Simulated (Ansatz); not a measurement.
# How methods differ on AlHClO (SMILES [O][AlH][Cl])

AlHClO has 4 atoms, charge 0, and is taken as a doublet. SMILES: `[O][AlH][Cl]`. Geometry: relaxed at PBE0-D4/def2-TZVP.

```xyz
4

O     0.2906   -1.0359    1.3506
Al    0.1184    0.0490    0.0156
Cl   -1.5732   -0.2106   -1.1688
H     1.2197    1.1373   -0.2178
```

Quantity: the energy change with the Al2–Cl3 bond stretched from 2.081 to 3.122 Å, in eV. The values are calculated.

```
           level                    kind  program  value (eV)  less FCI/STO-3G  CPU time (all runs)
   USVWN5/STO-3G                     LDA   Ansatz        3.35            -0.52                9.9 s
 U-revPBE/STO-3G                     GGA   Ansatz        3.09            -0.78                8.3 s
U-r2SCAN0/STO-3G         hybrid meta-GGA   Ansatz        3.82            -0.05                 18 s
    UPBE0/STO-3G           global hybrid   Ansatz        3.68            -0.19                  6 s
U-wB97M-V/STO-3G  range-separated hybrid   Ansatz        3.92            +0.05                 90 s
  UB2PLYP/STO-3G           double hybrid   Ansatz        3.80            -0.07                7.1 s
  RPA@PBE/STO-3G                     RPA   Ansatz        3.10            -0.77                 15 s
     UMP2/STO-3G     perturbation theory   Ansatz        4.27            +0.40                1.2 s
UCCSDT(Q)/STO-3G   coupled cluster or CI   Ansatz        3.86            -0.01                4.8 s
      FCI/STO-3G      exact in the basis   Ansatz        3.87             0.00                 29 s
```

FCI/STO-3G is exact within its basis and frozen core, so for wave-function methods in that basis the difference is their error; functionals converge differently with the basis, so for them it is only a difference. The first shape isn't each level's own minimum. The values span 3.09 to 4.27 eV. Spin contamination of the reference (⟨S²⟩ at least 0.1 too high) touches UB2PLYP/STO-3G, UMP2/STO-3G, UCCSDT(Q)/STO-3G. All rows use very small basis sets, so even the best lies far from the true value. CPU times are rough (shared hosts, several kinds of processor): they show what a rung costs within a factor of a few.

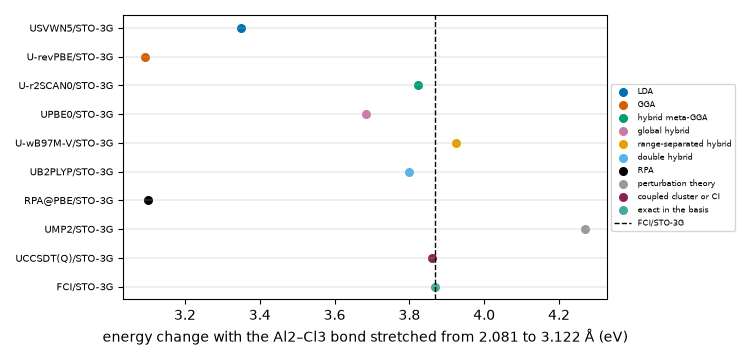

The values of the table, level by level.
